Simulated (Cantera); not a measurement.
Input: 1 mol CO, 0.22 mol NH3, 13 mol N2, equilibrated at 4050 Torr.

Method: chemical equilibrium by Gibbs-energy minimisation in Cantera with the NASA 1993 tables (ideal gas, pure condensed phases). Candidate condensed phases: C, C6H6, C7H8, C8H18, H2O; 169 gas species. Ions and electrons are included (thermal ionisation). The numbers say what is thermodynamically allowed, not how fast it happens.

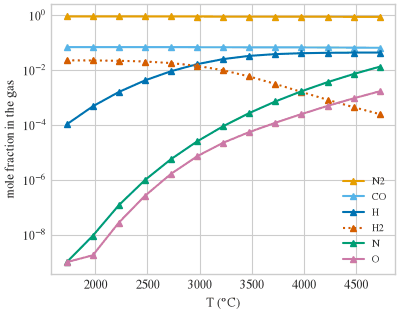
Fig. 1. Equilibrium gas composition (values under 1e-9 drawn at 1e-9)

Problem. Read off the mole fractions at 4227 °C.

Solution. N2 about 0.88, CO about 0.067, H about 0.043, N about 0.0036, H2 about 0.00083, O about 0.00050.
